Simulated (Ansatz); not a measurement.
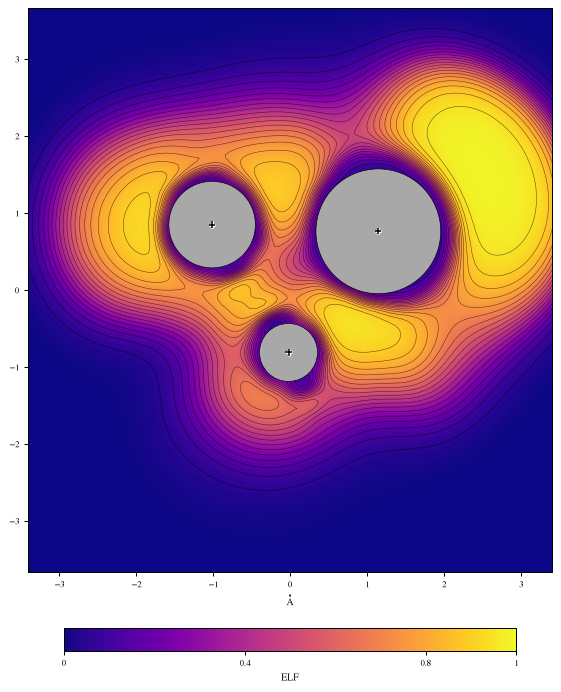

The electron localisation function on a plane through atoms (crosses mark nuclei in the plane; grey discs cover the cores).

These are results of isolated molecule in a Gaussian basis; Kohn-Sham density functional theory, functional PBE0 in Ansatz 0.2.0, not measurements.

Candidates:
A. C₃H₁₀Si (SMILES C[SiH](C)C)
B. C₂H₄Cl₂Si (SMILES C=C[SiH](Cl)Cl)
C. CH₂AlS (SMILES [CH2]1[Al][S]1) (doublet)

Q: Which candidate gave the map?

A: Candidate C: CH₂AlS on the plane of atoms Al2, C1 and S3, which holds C, Al and S. C–S (1.93 Å): the ELF peaks at about 0.85 between the atoms; localised, covalent bonding. C–Al (1.96 Å): the ELF peaks at about 0.90 in the valence shell of C, 0.7 Å from its nucleus, and is about 0.75 at the midpoint.
